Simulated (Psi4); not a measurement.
# Si2H4 (SMILES [SiH][SiH3]): UHF/cc-pVDZ (sweep point 8)

What is the vertical ionisation energy of Si2H4 at UHF/cc-pVDZ (sweep point 8)? 

Program for the calculation: Psi4 1.11.

2 further runs of the same task are left out: 2 set aside as unsound or not needed.

## (1) The molecule

The species is Si2H4 (6 atoms), meant as a triplet with charge 0. As SMILES, `[SiH][SiH3]`. Geometry: relaxed at GFN2-xTB.

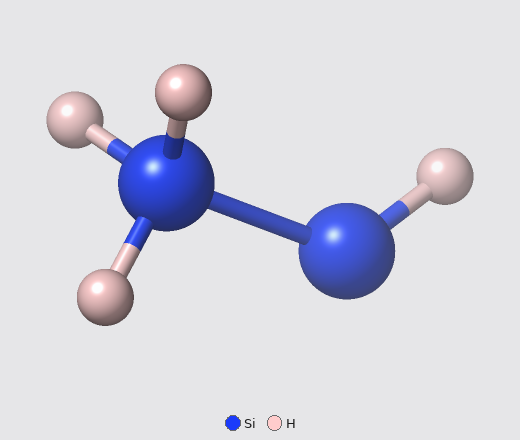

Viewed from a chosen angle; silicon blue, hydrogen pink.

## (2) The energy at UHF/cc-pVDZ (sweep point 8)

Input file h4si2.inp:

```
memory 1600 mb

molecule {
  0 3
  Si     0.322720    -1.575880     0.287350
  Si    -0.300130     0.523270    -0.245660
  H      1.427930    -2.017820     1.155760
  H     -1.456530     0.376070    -1.136010
  H      0.714920     1.325330    -0.951090
  H     -0.708920     1.369020     0.889660
  symmetry c1
}

set basis cc-pVDZ
set reference uhf
set puream true
set scf_type pk
set maxiter 150

e, wfn = energy("hf", return_wfn=True)
```

Run with:

```
$ psi4 -n 1 h4si2.inp h4si2.out
```

h4si2.out (excerpt; [...] marks lines left out):

```text
[...]
  Running in c1 symmetry.
[...]
  Nuclear repulsion =   76.540044270488778
[...]
  Multiplicity = 3
[...]
  Nalpha       = 17
  Nbeta        = 15
[...]
    Number of basis functions: 56
[...]
   @UHF iter   1:  -580.07052592619766   -5.92065e-01   2.73371e-03 DIIS/ADIIS
[...]
   @UHF iter   9:  -580.11502530382324   -2.64720e-08   5.00159e-07 DIIS
[...]
   @S^2 Observed:                2.012891739E+00
[...]
    Orbital Energies [Eh]
    ---------------------
    Alpha Occupied:
       1A    -68.788844     2A    -68.784270     3A     -6.143417
       4A     -6.136202     5A     -4.253832     6A     -4.251708
       7A     -4.243325     8A     -4.242324     9A     -4.241733
      10A     -4.241415    11A     -0.774579    12A     -0.671656
      13A     -0.501560    14A     -0.492381    15A     -0.459664
      16A     -0.356386    17A     -0.308335
    Alpha Virtual:
      18A      0.127631    19A      0.145238    20A      0.168320
      21A      0.192603    22A      0.215673    23A      0.343517
      24A      0.364412    25A      0.400970    26A      0.401980
[...]
  @UHF Final Energy:  -580.11502530382324
   => Energetics <=
    Nuclear Repulsion Energy =             76.5400442704887780
    One-Electron Energy =                -956.4347721428866862
    Two-Electron Energy =                 299.7797025685746348
    Total Energy =                       -580.1150253038232449
  UHF NO Occupations:
  HONO-2 :   15  A 1.9943298
  HONO-1 :   16  A 1.0000000
[...]
 Multipole Moments:
 ------------------------------------------------------------------------------------
     Multipole            Electronic (a.u.)      Nuclear  (a.u.)        Total (a.u.)
 ------------------------------------------------------------------------------------
 L = 1.  Multiply by 2.5417464519 to convert [e a0] to [Debye]
 Dipole X            :          0.0833467           -0.0592217            0.0241250
 Dipole Y            :         -2.8131638            2.7590956           -0.0540682
 Dipole Z            :          0.1286379           -0.1092692            0.0193687
 Magnitude           :                                                    0.0622939
[...]
```

It took 1.9 s on 1 thread of AMD EPYC 9R45 (Zen 5), shared host; peak memory 0.29 GiB.

## (3) The doublet cation, same level

Input file calc.in:

```
memory 1.6 GB

molecule {
  1 2
  Si     0.322720    -1.575880     0.287350
  Si    -0.300130     0.523270    -0.245660
  H      1.427930    -2.017820     1.155760
  H     -1.456530     0.376070    -1.136010
  H      0.714920     1.325330    -0.951090
  H     -0.708920     1.369020     0.889660
  symmetry c1
}

set basis cc-pVDZ
set reference uhf
set puream true
set scf_type pk
set maxiter 150

energy_value, wavefunction = energy("hf", return_wfn=True)
```

Run with:

```
$ psi4 -i calc.in -o calc.out -n 1
```

calc.out (excerpt; [...] marks lines left out):

```text
[...]
  Running in c1 symmetry.
[...]
  Nuclear repulsion =   76.540044270488778
[...]
  Multiplicity = 2
[...]
  Nalpha       = 16
  Nbeta        = 15
[...]
    Number of basis functions: 56
[...]
   @UHF iter   1:  -579.77520178638144   -2.96741e-01   3.59310e-03 DIIS/ADIIS
[...]
   @UHF iter   9:  -579.83650586924205   -1.39847e-08   4.06678e-07 DIIS
[...]
   @S^2 Observed:                7.575696026E-01
[...]
    Orbital Energies [Eh]
    ---------------------
    Alpha Occupied:
       1A    -69.100247     2A    -68.981970     3A     -6.448518
       4A     -6.337030     5A     -4.557921     6A     -4.549901
       7A     -4.547002     8A     -4.444297     9A     -4.441699
      10A     -4.441644    11A     -0.994508    12A     -0.886195
      13A     -0.713402    14A     -0.675060    15A     -0.672216
      16A     -0.600373
    Alpha Virtual:
      17A     -0.249790    18A     -0.081208    19A     -0.053730
      20A     -0.014514    21A      0.006948    22A      0.032922
      23A      0.144162    24A      0.152343    25A      0.193965
[...]
  @UHF Final Energy:  -579.83650586924205
   => Energetics <=
    Nuclear Repulsion Energy =             76.5400442704887780
    One-Electron Energy =                -948.7213450366737106
    Two-Electron Energy =                 292.3447948969428580
    Total Energy =                       -579.8365058692420462
  UHF NO Occupations:
  HONO-2 :   14  A 1.9997845
  HONO-1 :   15  A 1.9966612
[...]
 Multipole Moments:
 ------------------------------------------------------------------------------------
     Multipole            Electronic (a.u.)      Nuclear  (a.u.)        Total (a.u.)
 ------------------------------------------------------------------------------------
 L = 1.  Multiply by 2.5417464519 to convert [e a0] to [Debye]
 Dipole X            :          0.5052073           -0.0592217            0.4459856
 Dipole Y            :         -3.8692275            2.7590956           -1.1101318
 Dipole Z            :          0.4808002           -0.1092692            0.3715310
 Magnitude           :                                                    1.2527295
[...]
```

It took 1.9 s on 1 thread of AMD EPYC 9R45 (Zen 5), shared host; peak memory 0.28 GiB.

## (4) Summary of results

At UHF/cc-pVDZ (sweep point 8):

| quantity | value |
| --- | --- |
| triplet Si2H4: total energy | -580.11503 Eh |
| triplet Si2H4: dipole moment | 0.16 D |
| triplet Si2H4: HOMO energy (highest over α and β) | -8.39 eV |
| triplet Si2H4: LUMO energy (lowest over α and β) | 0.86 eV |
| triplet Si2H4: ⟨S²⟩ | 2.013 |
| doublet cation: total energy | -579.83651 Eh |
| doublet cation: HOMO energy (highest over α and β) | -16.34 eV |
| doublet cation: LUMO energy (lowest over α and β) | -6.80 eV |
| doublet cation: ⟨S²⟩ | 0.758 |
| vertical ionisation energy (to the doublet cation) | 7.579 eV |

What this shows: Removing an electron at fixed nuclei costs 7.58 eV (175 kcal/mol).
